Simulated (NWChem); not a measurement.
**MPWB1K/3-21G run of BSiPH7O+ (SMILES B[PH2+][SiH2]O)**

What is the energy change on altering one bond length of BSiPH7O+ at MPWB1K/3-21G? 

The calculation is run with NWChem 7.3.0.

## (1) Starting point

The species is BSiPH7O+ (11 atoms), meant as a singlet with charge +1. As SMILES, `B[PH2+][SiH2]O`. Geometry: relaxed at GFN2-xTB. This is one conformer, not always the lowest.

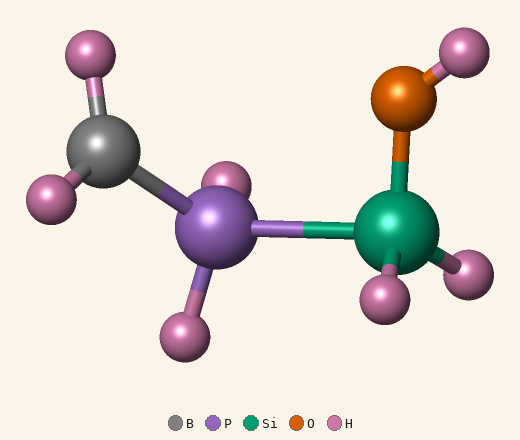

Viewed from a chosen angle; boron grey, phosphorus purple, silicon teal, oxygen orange, hydrogen pink.

## (2) Energy and forces at MPWB1K/3-21G

a.nw

```
start a
title "BH7OPSi"
memory 2200 mb
charge 1

geometry noautosym nocenter
  zmatrix
    B
    P 1 r2
    Si 2 r3 1 a3
    O 3 r4 2 a4 1 d4
    H 1 r5 2 a5 3 d5
    H 1 r6 5 a6 2 d6
    H 2 r7 1 a7 5 d7
    H 2 r8 7 a8 1 d8
    H 3 r9 4 a9 2 d9
    H 3 r10 9 a10 4 d10
    H 4 r11 3 a11 9 d11
  variables
    r2 1.856824
    r3 2.325846
    a3 118.32758
    r4 1.599268
    a4 95.01435
    d4 -50.58869
    r5 1.165181
    a5 119.24273
    d5 88.44075
    r6 1.166301
    a6 121.46508
    d6 175.51916
    r7 1.377149
    a7 110.37713
    d7 -36.68509
    r8 1.376257
    a8 100.43737
    d8 116.64675
    r9 1.456002
    a9 115.19511
    d9 108.57887
    r10 1.456198
    a10 118.10868
    d10 -140.89663
    r11 0.956224
    a11 130.90387
    d11 -66.51957
  end
end

basis "ao basis" cartesian
  * library 3-21G
end

dft
  xc mpwb1k
  mult 1
  grid xfine
  convergence energy 1e-05
  mulliken
end

task dft gradient
```

Command:

```sh
$ nwchem a.nw > a.out
```

Log:

```text
[...]
          Wavefunction type:  closed shell.
          No. of atoms     :    11
          No. of electrons :    48
[...]
          Charge           :     1
          Spin multiplicity:     1
[...]
          AO basis - number of functions:    58
[...]
              XC Information
              --------------
                       MPWB1K Method XC Functional
                     Hartree-Fock (Exact) Exchange  0.440
                        mPW91  Exchange Functional  0.560
                         B95 Correlation Potential  1.000
[...]
 d= 0,ls=0.0,diis     1   -730.8858378102 -9.45D+02  3.36D-02  1.31D+00     3.0
[...]
 d= 0,ls=0.0,diis     7   -731.0099533669 -2.07D-07  6.78D-06  3.38D-08    16.0
         Total DFT energy =     -731.009953366899
      One electron energy =    -1425.654497823360
           Coulomb energy =      539.642340648249
    Exchange-Corr. energy =      -59.171919853102
 Nuclear repulsion energy =      214.174123661313
[...]
      Total Density - Mulliken Population Analysis
     ---------------------------------------------
    Atom       Charge   Shell Charges
 -----------   ------   -------------------------------------------------------
    1 B    5     5.03   1.99  0.46  1.24  0.79  0.55
    2 P   15    15.19   2.00  1.97  5.87  0.79  2.20  0.97  1.38
    3 Si  14    12.87   2.00  1.97  5.86  0.77  1.55  0.39  0.32
    4 O    8     8.77   1.98  0.41  2.18  1.45  2.75
    5 H    1     0.86   0.46  0.40
    6 H    1     0.87   0.46  0.40
    7 H    1     0.84   0.44  0.40
    8 H    1     0.86   0.44  0.42
    9 H    1     1.09   0.44  0.65
   10 H    1     1.09   0.44  0.65
[...]
  wavefunction    = closed shell
                         DFT ENERGY GRADIENTS
    atom               coordinates                        gradient
                 x          y          z           x          y          z
   1 B       0.000000   0.000000   0.000000   -0.006116  -0.000065   0.022688
   2 P       0.000000   0.000000   3.508889    0.002085  -0.003205  -0.017835
   3 Si      3.868881   0.000000   5.594469    0.008496  -0.025070  -0.016298
   4 O       5.008378  -2.326024   4.037317   -0.007925   0.026075   0.021836
   5 H       0.052279  -1.920550  -1.075638    0.001318   0.008134   0.000944
   6 H       0.094588   1.922657  -1.073318    0.000701  -0.007989   0.000838
   7 H      -1.403669  -1.995306   4.415051    0.003513   0.014103  -0.004186
   8 H      -1.385803   2.003256   4.420155    0.005522  -0.014010  -0.003509
   9 H       3.236756  -0.543226   8.216639    0.004707  -0.002164  -0.006150
  10 H       4.998554   2.440710   5.012008    0.001214  -0.007504  -0.000073
  11 H       6.569107  -3.218879   4.216733   -0.013515   0.011696   0.001744
[...]
```

It took 23 s on 1 thread of AMD EPYC 7B13 (Zen 3), shared host; peak memory 0.15 GiB.

## (3) The distorted shape, same level

struct.nw

```
start struct
memory stack 880 mb heap 220 mb global 1100 mb
charge 1

geometry units angstroms noautosym nocenter noautoz
 B       -1.504000       1.590652      -0.842780
 P       -0.728400       0.514242       0.456290
 Si       1.330920      -0.463198      -0.005630
 O        0.885360      -1.067158      -1.417850
 H       -2.192550       1.105082      -1.647620
 H       -1.229260       2.723522      -0.879950
 H       -1.598770      -0.483778       0.834380
 H       -0.606750       1.201542       1.642420
 H        1.561970      -1.686460       1.322020
 H        2.269200       0.647512      -0.086050
 H        1.350180      -1.635428      -2.030530
end

basis cartesian
 * library 3-21G
end

dft
 xc mpwb1k
 grid xfine
 convergence energy 1e-05
 mulliken
end

task dft gradient
```

Command:

```sh
$ nwchem struct.nw > struct.out
```

Log:

```text
[...]
          Wavefunction type:  closed shell.
          No. of atoms     :    11
          No. of electrons :    48
[...]
          Charge           :     1
          Spin multiplicity:     1
[...]
          AO basis - number of functions:    58
[...]
              XC Information
              --------------
                       MPWB1K Method XC Functional
                     Hartree-Fock (Exact) Exchange  0.440
                        mPW91  Exchange Functional  0.560
                         B95 Correlation Potential  1.000
[...]
 d= 0,ls=0.0,diis     1   -730.8567598230 -9.44D+02  3.22D-02  1.31D+00     2.9
[...]
 d= 0,ls=0.0,diis     7   -730.9832269001 -1.42D-07  7.35D-06  5.19D-08    15.5
         Total DFT energy =     -730.983226900130
      One electron energy =    -1422.545749659342
           Coulomb energy =      537.969413932529
    Exchange-Corr. energy =      -59.088313693589
 Nuclear repulsion energy =      212.681422520273
[...]
      Total Density - Mulliken Population Analysis
     ---------------------------------------------
    Atom       Charge   Shell Charges
 -----------   ------   -------------------------------------------------------
    1 B    5     5.03   1.99  0.46  1.24  0.79  0.55
    2 P   15    15.18   2.00  1.97  5.87  0.80  2.20  0.97  1.38
    3 Si  14    12.96   2.00  1.97  5.86  0.75  1.47  0.50  0.42
    4 O    8     8.77   1.98  0.41  2.17  1.45  2.75
    5 H    1     0.86   0.46  0.40
    6 H    1     0.86   0.46  0.40
    7 H    1     0.83   0.44  0.40
    8 H    1     0.85   0.44  0.42
    9 H    1     1.02   0.34  0.68
   10 H    1     1.08   0.43  0.65
[...]
  wavefunction    = closed shell
                         DFT ENERGY GRADIENTS
    atom               coordinates                        gradient
                 x          y          z           x          y          z
   1 B      -2.842148   3.005896  -1.592623    0.004770  -0.012419   0.019874
   2 P      -1.376476   0.971776   0.862263   -0.007235   0.008209  -0.015829
   3 Si      2.515074  -0.875317  -0.010639   -0.017830   0.030838  -0.074014
   4 O       1.673088  -2.016636  -2.679348    0.014369   0.009496   0.027801
   5 H      -4.143319   2.088302  -3.113550    0.005189   0.005772   0.002996
   6 H      -2.322965   5.146710  -1.662864   -0.002859  -0.006969  -0.002905
   7 H      -3.021237  -0.914208   1.576750    0.007465   0.013166   0.000490
   8 H      -1.146591   2.270585   3.103724   -0.004019  -0.009949  -0.011065
   9 H       2.951695  -3.186947   2.498256    0.008280  -0.044535   0.044056
  10 H       4.288166   1.223620  -0.162611   -0.003592  -0.005092  -0.005041
  11 H       2.551470  -3.090511  -3.837145   -0.004539   0.011482   0.013638
[...]
```

Wall time 22 s (1 thread of AMD EPYC 7B13 (Zen 3), shared host); peak memory 0.15 GiB.

## (4) Results

At MPWB1K/3-21G:

| quantity | value |
| --- | --- |
| first shape: total energy | -731.00995 Eh |
| first shape: HOMO energy | -14.60 eV |
| first shape: LUMO energy | -6.74 eV |
| first shape: HOMO–LUMO gap | 7.85 eV |
| first shape: largest force on an atom | 1.796 eV/Å |
| distorted shape: total energy | -730.98323 Eh |
| distorted shape: HOMO energy | -14.14 eV |
| distorted shape: LUMO energy | -6.82 eV |
| distorted shape: HOMO–LUMO gap | 7.33 eV |
| distorted shape: largest force on an atom | 4.224 eV/Å |
| energy change with the Si3–H9 bond stretched from 1.456 to 1.820 Å | 0.727 eV |

In words: With the Si3–H9 bond stretched from 1.456 to 1.820 Å the energy rises by 0.73 eV (16.8 kcal/mol). The first shape isn't relaxed at this level, so the change isn't measured from a minimum. The largest force (first shape) is 1.80 eV/Å: the shape isn't a stationary point for this species at this level. Mulliken charges (distorted shape) run from -0.77 on O4 to +1.04 on Si3.
